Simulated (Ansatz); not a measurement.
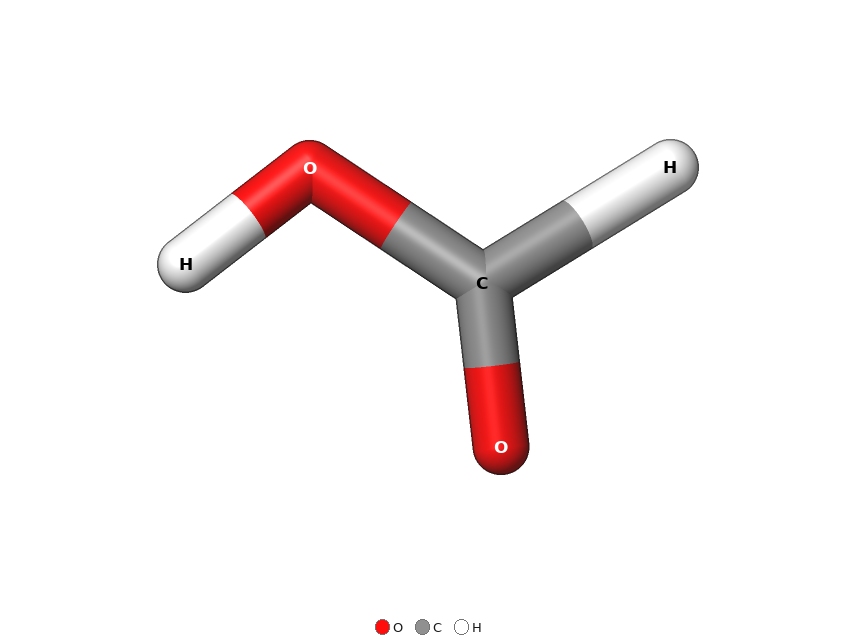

The picture shows the input geometry.

Input file:

```yaml
crystal:
  periodic: [false, false, false]
  atoms:
    - {symbol: O, position_ang: [-0.530340, -0.268260, 1.082395]}
    - {symbol: C, position_ang: [-0.182613, -0.249100, 0.162474]}
    - {symbol: O, position_ang: [0.364351, 0.672176, -0.456389]}
    - {symbol: H, position_ang: [-0.779125, -1.162089, -0.658245]}
    - {symbol: H, position_ang: [0.680039, 1.304970, 0.184598]}
basis:
  gaussian: {orbitals: def2-SVPD, point_charges: [{charge: -1.00, position_ang: [3.429, 0.010, -0.997]}]}
hamiltonian: {xc: {name: r2SCAN}}
```

It was started with:

```sh
ansatz run in.yaml --threads 4 --pin off --events-out ev --progress --plain --max-ram 10444MiB
```

Result:

```
Functional definition: r2SCAN
  name "r2SCAN"
  cite "Furness, Kaplan, Ning, Perdew & Sun, J. Phys. Chem. Lett. 11, 8208 (2020) doi:10.1021/acs.jpclett.0c02405"
  cite "Furness, Kaplan, Ning, Perdew & Sun, J. Phys. Chem. Lett. 11, 9248 (2020) doi:10.1021/acs.jpclett.0c03077"
  parent r2scan
  parameter k0 = 0.174
  parameter k1 = 0.065
  parameter a1 = 4.9479
  exchange = r2scan_x(k0 = k0, k1 = k1, a1 = a1)
  correlation = r2scan_c
667 factors; their error is unknown
mean field evaluation 1: about -5146.3430 eV, gradient 6.2e1 eV
mean field evaluation 2: about -5135.5602 eV, gradient 9.7e1 eV
mean field evaluation 4: about -5152.9664 eV, gradient 7.9e0 eV
mean field evaluation 8: about -5153.0347 eV, gradient 2.3e-1 eV
mean field -5153.03480073 eV, -189.3705360743 hartree, gradient 5.4e-5 eV, S^2 0.000000; 0 other end points of the search recorded, 0 dependent functions left out
reference -5153.03481401 eV, -189.3705365625 hartree; 12, 12 occupied and 70, 70 virtual orbitals, 667 factors
Total energy: -5153.03481401 eV, -189.3705365625 hartree
```

The calculation finished and met its thresholds.
